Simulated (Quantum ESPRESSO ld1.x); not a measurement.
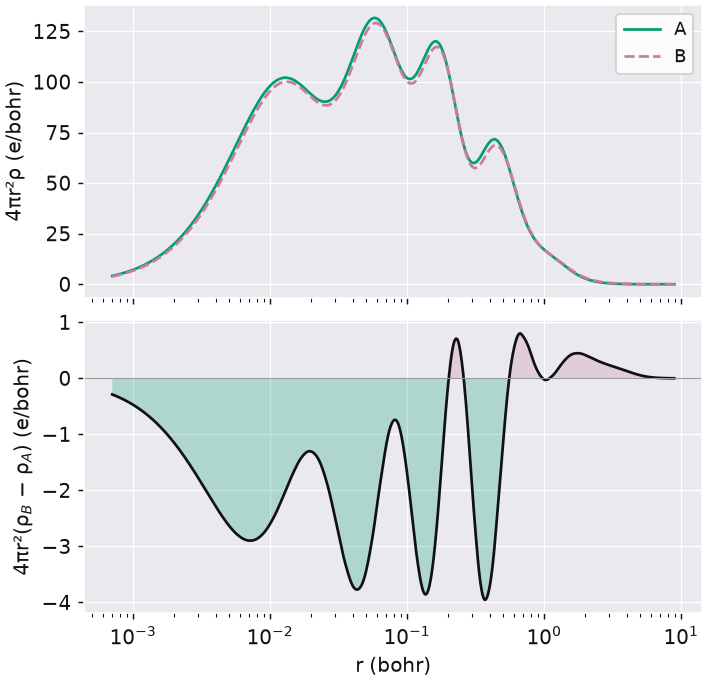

Two nuclei with the same 70 electrons, [Xe] 4f14 5d2 (5d3/2: 2), were computed: Z = 71.3 with 70 electrons; Z = 72.4 with 70 electrons. Theory: Dirac Kohn-Sham, BLYP, spin-unpolarised, spherical densities, point nucleus (computed with Quantum ESPRESSO ld1.x 7.5).

The plot shows both radial densities and the radial density of run B less that of run A; on the logarithmic r axis, areas aren't charges.

Which run is A and which is B? Where does the charge move?

A is Z = 72.4 with 70 electrons; B is Z = 71.3 with 70 electrons. B holds 1.1 electrons more than A where the difference is positive (most at r = 0.67 bohr) and 1.1 electrons fewer where it is negative (most at r = 0.37 bohr), with no net change. The larger nuclear charge draws every shell in.
